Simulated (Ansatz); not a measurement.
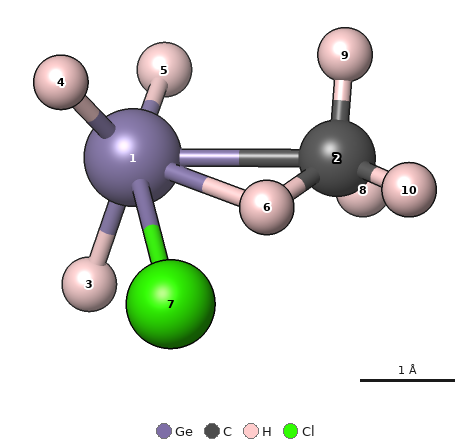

The input geometry (ball-and-stick view, seen at a tilt; atoms are numbered from 1 in the order of the input). Sticks mark near contacts. Bond lengths as drawn: Cl–Ge 2.65 Å, C–Ge 2.22 Å, C–H 1.03 to 1.18 Å and Ge–H 1.49 to 1.87 Å.

Saddle-point search, with input and output: CH7ClGe

The run: saddle-point search of CH7ClGe. Method and program: RKS PBE-D4/def2-SVP (Ansatz 0.2.0).

Figures and captions count atoms from 1; the log counts them from 0 in places.

### The input
```yaml
crystal:
  periodic: [false, false, false]
  atoms:
    - {symbol: Ge, position_ang: [-0.379853, 0.451491, -0.979989]}
    - {symbol: C, position_ang: [0.298120, -0.754104, 0.754852]}
    - {symbol: H, position_ang: [-1.872118, 0.893180, -0.794042]}
    - {symbol: H, position_ang: [0.681853, 1.270336, -1.622072]}
    - {symbol: H, position_ang: [-0.465564, -0.979175, -1.761748]}
    - {symbol: H, position_ang: [0.235161, 0.424537, 0.785351]}
    - {symbol: Cl, position_ang: [-0.066186, 2.174422, 1.013435]}
    - {symbol: H, position_ang: [-0.494741, -1.404110, 0.787895]}
    - {symbol: H, position_ang: [1.056236, -1.314927, 0.152845]}
    - {symbol: H, position_ang: [0.675359, -0.667160, 1.781629]}
basis:
  gaussian: {orbitals: def2-SVP}
hamiltonian: {xc: pbe, dispersion: d4}
saddle:
  f_tol: 0.1
  max_steps: 40
  mode_guess:
    - [-0.0594, 0.3638, 0.0048]
    - [0.0851, -0.0687, 0.2154]
    - [-0.1201, 0.0808, -0.0891]
    - [0.0212, 0.0893, -0.1412]
    - [0.0499, 0.1275, 0.2452]
    - [0.0405, -0.6454, -0.1842]
    - [-0.1198, 0.1579, -0.2819]
    - [-0.0036, 0.0414, 0.0120]
    - [0.0138, 0.0626, 0.0185]
    - [0.0923, -0.2094, 0.2004]
```

Command:
```bash
ansatz run in.yaml --threads 3 --pin off --events-out ev --progress --plain --max-ram 6092MiB
```

### Log
```
Functional definition: PBE
  name "PBE"
  cite "Perdew, Burke & Ernzerhof, Phys. Rev. Lett. 77, 3865 (1996) doi:10.1103/PhysRevLett.77.3865"
  parent pbe
  parameter kappa = 0.804
  parameter beta = 0.06672455060314922
  exchange = pbe_x(kappa = kappa, mu = beta*pi^2/3)
  correlation = pbe_c(beta = beta)
1110 factors; their error is unknown
mean field evaluation 1: about -70156.1547 eV, gradient 5.4e1 eV
mean field evaluation 2: about -70147.4851 eV, gradient 7.6e1 eV
mean field evaluation 4: about -70162.4570 eV, gradient 3.2e0 eV
mean field evaluation 8: about -70162.4328 eV, gradient 1.5e-1 eV
mean field evaluation 16: about -70162.4328 eV, gradient 3.9e-5 eV
mean field -70162.43283313 eV, -2578.4218488126 hartree, gradient 3.9e-5 eV, S^2 0.000000; 0 other end points of the search recorded, 0 dependent functions left out
the calculation of the forces begins
reference -70162.43286676 eV, -2578.4218500483 hartree; 31, 31 occupied and 68, 68 virtual orbitals, 1110 factors
these checks for a lower state are left out or cut short: stability, starts, cluster_reference, orbital_swaps, neighbouring_geometries, increment
1110 factors; their error is unknown
mean field -70162.42903511 eV, -2578.4217092379 hartree, gradient 1.4e-6 eV, S^2 0.000000; 0 other end points of the search recorded, 0 dependent functions left out
[... from here on the field's lines of each further geometry are left out, up to the last ...]
saddle step   1: F+E_penalty+E_count = -70162.62144361 eV  max|allowed force component| = 3.047e0 eV/Å  curvature = -4.2162 eV/Å²  mode residual = 4.06e0 eV/Å²  Δτ_max = 0.0000 Å  (1 rotations, 3 force calls, 66 SCF iters)  cluster: 3 rotations left out, max|force component along them| = 3.284e-8 eV/Å
saddle step   2: F+E_penalty+E_count = -70162.91262011 eV  max|allowed force component| = 8.032e-1 eV/Å  curvature = -4.7177 eV/Å²  mode residual = 9.98e-1 eV/Å²  Δτ_max = 0.1147 Å  (1 rotations, 3 force calls, 68 SCF iters)  cluster: 3 rotations left out, max|force component along them| = 2.428e-8 eV/Å
saddle step   3: F+E_penalty+E_count = -70162.94611305 eV  max|allowed force component| = 4.708e-1 eV/Å  curvature = -5.2882 eV/Å²  mode residual = 6.99e-1 eV/Å²  Δτ_max = 0.0391 Å  (1 rotations, 3 force calls, 68 SCF iters)  cluster: 3 rotations left out, max|force component along them| = 8.683e-9 eV/Å
saddle step   4: F+E_penalty+E_count = -70162.95622764 eV  max|allowed force component| = 2.091e-1 eV/Å  curvature = -5.7173 eV/Å²  mode residual = 5.80e-1 eV/Å²  Δτ_max = 0.0165 Å  (1 rotations, 3 force calls, 68 SCF iters)  cluster: 3 rotations left out, max|force component along them| = 1.152e-8 eV/Å
saddle step   5: F+E_penalty+E_count = -70162.96212393 eV  max|allowed force component| = 1.161e-1 eV/Å  curvature = -6.4135 eV/Å²  mode residual = 7.03e-1 eV/Å²  Δτ_max = 0.0292 Å  (1 rotations, 3 force calls, 69 SCF iters)  cluster: 3 rotations left out, max|force component along them| = 2.790e-9 eV/Å
saddle step   6: F+E_penalty+E_count = -70162.96214404 eV  max|allowed force component| = 9.473e-2 eV/Å  curvature = -6.7575 eV/Å²  mode residual = 6.80e-1 eV/Å²  Δτ_max = 0.0274 Å  (1 rotations, 6 force calls, 109 SCF iters)  cluster: 3 rotations left out, max|force component along them| = 1.159e-8 eV/Å
saddle step   7: F+E_penalty+E_count = -70162.96404422 eV  max|allowed force component| = 1.816e-2 eV/Å  curvature = -6.6256 eV/Å²  mode residual = 2.58e-1 eV/Å²  Δτ_max = 0.0233 Å  (1 rotations, 7 force calls, 137 SCF iters)  cluster: 3 rotations left out, max|force component along them| = 1.076e-8 eV/Å
saddle search: the force at step 8 is within saddle.f_tol, and the search now checks the order of the point unasked, as it does wherever a lone molecule whose rigid rotations it leaves out would converge (saddle.isolated_cluster): at most 100 rotations across the mode and 202 force calls, two more next to a line or behind a second negative curvature, two more where it reads a positive, two for each turn that reads one and six more at each negative that it reads, and up to 22 at one that stands (24 where saddle.amplitude is under 0.005 Å), over each length that the point is read over (saddle.order_check: false declines the check)
saddle search: the rotation starts from a random direction (saddle.seed = 0)
the calculation of the forces begins
reference -70162.77785458 eV, -2578.4345281168 hartree; 31, 31 occupied and 68, 68 virtual orbitals, 1110 factors
1110 factors; their error is unknown
mean field evaluation 576: about -70162.8334 eV, gradient 1.3e-1 eV
mean field -70162.77782268 eV, -2578.4345269445 hartree, gradient 2.4e-5 eV, S^2 0.000000; 1 other end points of the search recorded, 0 dependent functions left out
the calculation of the forces begins
reference -70162.77785694 eV, -2578.4345282035 hartree; 31, 31 occupied and 68, 68 virtual orbitals, 1110 factors
saddle step   8: F+E_penalty+E_count = -70162.96427212 eV  max|allowed force component| = 4.711e-3 eV/Å  curvature = -6.7239 eV/Å² (error put at 0.0028; -6.7266 at half of saddle.amplitude)  mode residual = 3.22e-1 eV/Å²  Δτ_max = 0.0221 Å  (1 rotations, 60 force calls, 905 SCF iters)  order check (unasked): positive, curvature across the mode = +0.1346 eV/Å²; +0.0619 less its residual, +0.0619 less it at half of saddle.amplitude; error put at 0.0001 (52 force calls)  cluster: 3 rotations left out, max|force component along them| = 1.083e-8 eV/Å
```

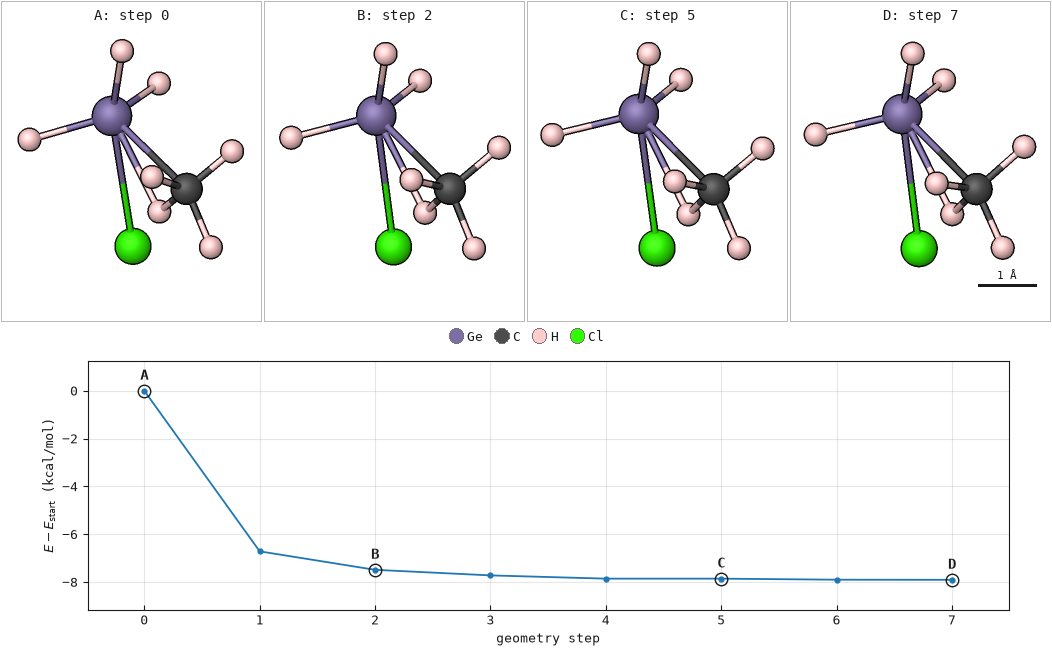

Frames of the saddle-point search (ball-and-stick view, seen at a tilt) above the curves, on which the letters mark them (the first geometry is step 0 here and step 1 in the log).

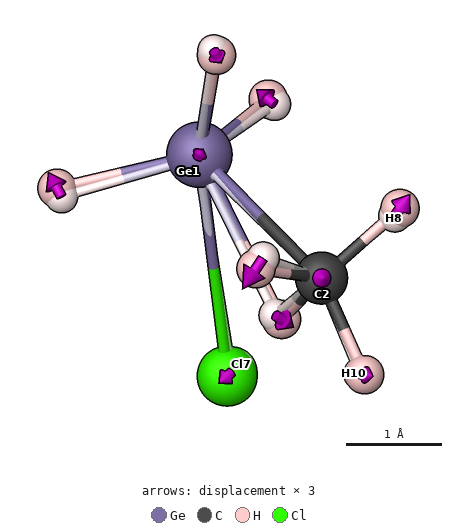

Start (faint) and end (solid) with the displacements as pink arrows, magnified 3 times (ball-and-stick view, seen at a tilt). The two geometries are laid on each other by the best rigid fit. The largest move after the best rigid fit is that of H9, 0.14 Å. By element the largest moves are H 0.14 Å, C 0.07 Å, Cl 0.07 Å, Ge 0.05 Å. Distances before and after: C2–H6 1.181 → 1.284 Å, Ge1–H6 1.870 → 1.954 Å, C2–H8 1.026 → 1.105 Å, Ge1–C2 2.219 → 2.293 Å. Among the angles that change: H8–C2–H9 102.9° → 112.0°, H6–C2–H8 126.2° → 120.5°, C2–Ge1–H3 110.6° → 115.6°. The energy falls by 7.91 kcal/mol in 7 geometry steps. The largest force component goes from 3 to 0.0047 eV/Å. (Atoms are counted from 1 in the order of the input.)

```
Total energy: -70162.96430638 eV, -2578.4413800942 hartree
Atom 0 at    -0.427448     0.452358    -0.987542 Å, force    -0.000128    -0.004252     0.004681 eV/Å
Atom 1 at     0.330856    -0.819746     0.762770 Å, force    -0.000808    -0.001582    -0.001576 eV/Å
Atom 2 at    -1.885500     0.937007    -0.875182 Å, force     0.001302    -0.000275     0.001062 eV/Å
Atom 3 at     0.645757     1.280207    -1.719481 Å, force     0.001421     0.001090    -0.000044 eV/Å
Atom 4 at    -0.478369    -0.945777    -1.707737 Å, force    -0.000376     0.000361    -0.000642 eV/Å
Atom 5 at     0.192119     0.452213     0.865988 Å, force     0.000140    -0.001658    -0.002618 eV/Å
Atom 6 at     0.002963     2.186823     1.010633 Å, force    -0.000195     0.001410    -0.000566 eV/Å
Atom 7 at    -0.553616    -1.482336     0.764399 Å, force     0.004711     0.002982     0.000223 eV/Å
Atom 8 at     1.169496    -1.249619     0.185503 Å, force    -0.004325     0.003290     0.002705 eV/Å
Atom 9 at     0.672009    -0.716640     1.818805 Å, force    -0.001742    -0.001367    -0.003225 eV/Å
Dipole moment:     0.008721    -0.748214    -0.280467 e Å
```

### Trajectory as extended XYZ (Å, eV, eV/Å), 8 frames, from step=1 to step=8
```
10
Properties=species:S:1:pos:R:3:forces:R:3 step=1 energy=-70162.62144
Ge   -0.3799    0.4515   -0.9800   -1.6092  -0.7368  -0.1529
C     0.2981   -0.7541    0.7549    3.0475  -0.5579  -0.8549
H    -1.8721    0.8932   -0.7940    0.4092  -0.1160  -0.2122
H     0.6819    1.2703   -1.6221    0.6838   0.4744  -0.4911
H    -0.4656   -0.9792   -1.7617    0.1291   0.5980   0.3336
H     0.2352    0.4245    0.7854   -0.1690   0.9958   0.3640
Cl   -0.0662    2.1744    1.0134    0.0672   0.3126   0.0345
H    -0.4947   -1.4041    0.7879   -3.0037  -1.5775   0.2088
H     1.0562   -1.3149    0.1528    0.1521   0.5239   0.3136
H     0.6754   -0.6672    1.7816    0.2930   0.0835   0.4566
10
Properties=species:S:1:pos:R:3:forces:R:3 step=2 energy=-70162.91262
Ge   -0.4060    0.4581   -0.9705   -0.8032  -0.1570  -0.2400
C     0.3185   -0.8124    0.7446    0.7685  -0.2190   0.3092
H    -1.8880    0.9118   -0.8379    0.2204  -0.0866  -0.1101
H     0.6723    1.2717   -1.6462    0.3446   0.2523  -0.3133
H    -0.4569   -0.9579   -1.7185    0.0261   0.3111   0.1768
H     0.2055    0.4086    0.8100    0.0783   0.0977   0.2554
Cl   -0.0534    2.2068    0.9883    0.0110   0.0217  -0.0286
H    -0.6050   -1.4013    0.7984   -0.0864  -0.2901  -0.0814
H     1.1579   -1.2646    0.1693   -0.4116  -0.0070  -0.0260
H     0.7234   -0.7263    1.7806   -0.1477   0.0769   0.0581
10
Properties=species:S:1:pos:R:3:forces:R:3 step=3 energy=-70162.94611
Ge   -0.4108    0.4597   -0.9679   -0.4708  -0.0810  -0.1874
C     0.3322   -0.8146    0.7525    0.0223  -0.3130   0.1825
H    -1.8885    0.9039   -0.8490    0.1072  -0.0158  -0.0619
H     0.6732    1.2729   -1.6607    0.1918   0.1652  -0.1955
H    -0.4572   -0.9445   -1.7170    0.0240   0.1752   0.1285
H     0.2113    0.4191    0.8325    0.0195   0.1041   0.0486
Cl   -0.0439    2.2101    0.9946    0.0103  -0.0494  -0.0202
H    -0.5874   -1.4336    0.7886    0.1438   0.0631   0.0229
H     1.1325   -1.2838    0.1477   -0.0539   0.0714   0.1036
H     0.7070   -0.6948    1.7968    0.0058  -0.1198  -0.0212
10
Properties=species:S:1:pos:R:3:forces:R:3 step=4 energy=-70162.95623
Ge   -0.4173    0.4603   -0.9724   -0.2091  -0.0205  -0.1586
C     0.3336   -0.8161    0.7583   -0.1183  -0.1912   0.1285
H    -1.8898    0.9029   -0.8608    0.0195   0.0292  -0.0303
H     0.6710    1.2757   -1.6768    0.0749   0.0962  -0.1033
H    -0.4596   -0.9360   -1.7204    0.0207   0.0811   0.0999
H     0.2121    0.4294    0.8400    0.0074   0.0298   0.0296
Cl   -0.0367    2.2044    1.0013    0.0019  -0.0407  -0.0279
H    -0.5806   -1.4431    0.7932    0.1175   0.0822   0.0145
H     1.1303   -1.2824    0.1534    0.0556   0.0211   0.0374
H     0.7052   -0.7006    1.8024    0.0299  -0.0871   0.0102
10
Properties=species:S:1:pos:R:3:forces:R:3 step=5 energy=-70162.96212
Ge   -0.4257    0.4567   -0.9853    0.1161  -0.0049  -0.0495
C     0.3308   -0.8195    0.7624   -0.0050  -0.0300  -0.0496
H    -1.8880    0.9151   -0.8765   -0.0624   0.0449  -0.0036
H     0.6606    1.2855   -1.7023   -0.0538  -0.0060   0.0054
H    -0.4596   -0.9385   -1.7169   -0.0064   0.0090   0.0223
H     0.2043    0.4446    0.8580   -0.0036   0.0094  -0.0264
Cl   -0.0227    2.1846    1.0155   -0.0056   0.0171  -0.0094
H    -0.5750   -1.4522    0.7943    0.0246  -0.0087   0.0243
H     1.1389   -1.2803    0.1646   -0.0123   0.0301   0.0377
H     0.7046   -0.7015    1.8043    0.0084  -0.0609   0.0488
10
Properties=species:S:1:pos:R:3:forces:R:3 step=6 energy=-70162.96214
Ge   -0.4236    0.4550   -0.9930    0.0107   0.0139   0.0144
C     0.3308   -0.8190    0.7648   -0.0114   0.0050   0.0947
H    -1.8843    0.9302   -0.8851   -0.0124   0.0037  -0.0021
H     0.6469    1.2967   -1.7174   -0.0183  -0.0264   0.0139
H    -0.4622   -0.9420   -1.7151    0.0042  -0.0018   0.0033
H     0.2040    0.4572    0.8584   -0.0091  -0.0587   0.0344
Cl   -0.0185    2.1853    1.0146    0.0091   0.0047  -0.0106
H    -0.5618   -1.4683    0.8033   -0.0571   0.0145  -0.0687
H     1.1415   -1.2757    0.1724    0.0647  -0.0130  -0.0207
H     0.6956   -0.7249    1.8152    0.0196   0.0580  -0.0586
10
Properties=species:S:1:pos:R:3:forces:R:3 step=7 energy=-70162.96404
Ge   -0.4248    0.4523   -0.9874   -0.0182  -0.0021  -0.0026
C     0.3301   -0.8193    0.7623    0.0027  -0.0073   0.0068
H    -1.8858    0.9299   -0.8788    0.0065   0.0013   0.0017
H     0.6482    1.2848   -1.7127    0.0085   0.0066  -0.0087
H    -0.4688   -0.9445   -1.7111   -0.0020   0.0010   0.0020
H     0.1964    0.4519    0.8630    0.0014   0.0041   0.0051
Cl   -0.0074    2.1868    1.0136    0.0009  -0.0035  -0.0031
H    -0.5629   -1.4700    0.7801    0.0065  -0.0041  -0.0055
H     1.1556   -1.2626    0.1765   -0.0020   0.0032   0.0027
H     0.6876   -0.7148    1.8126   -0.0044   0.0006   0.0016
10
Properties=species:S:1:pos:R:3:forces:R:3 step=8 energy=-70162.96427
Ge   -0.4274    0.4524   -0.9875   -0.0001  -0.0043   0.0047
C     0.3309   -0.8197    0.7628   -0.0008  -0.0016  -0.0016
H    -1.8855    0.9370   -0.8752    0.0013  -0.0003   0.0011
H     0.6458    1.2802   -1.7195    0.0014   0.0011   0.0000
H    -0.4784   -0.9458   -1.7077   -0.0004   0.0004  -0.0006
H     0.1921    0.4522    0.8660    0.0001  -0.0017  -0.0026
Cl    0.0030    2.1868    1.0106   -0.0002   0.0014  -0.0006
H    -0.5536   -1.4823    0.7644    0.0047   0.0030   0.0002
H     1.1695   -1.2496    0.1855   -0.0043   0.0033   0.0027
H     0.6720   -0.7166    1.8188   -0.0017  -0.0014  -0.0032
```

### Key numbers

- outcome: converged
- total energy: −70162.9643 eV
- mean-field energy: −70162.7779 eV
- dispersion energy: −0.1864 eV
- largest force (length of the vector) at the end: 0.006 eV/Å
- dipole moment: 3.84 D
- hardware: 3 CPU threads, shared host
- wall time: 67 s (CPU time 2.9 min)
- peak memory: 0.51 GiB
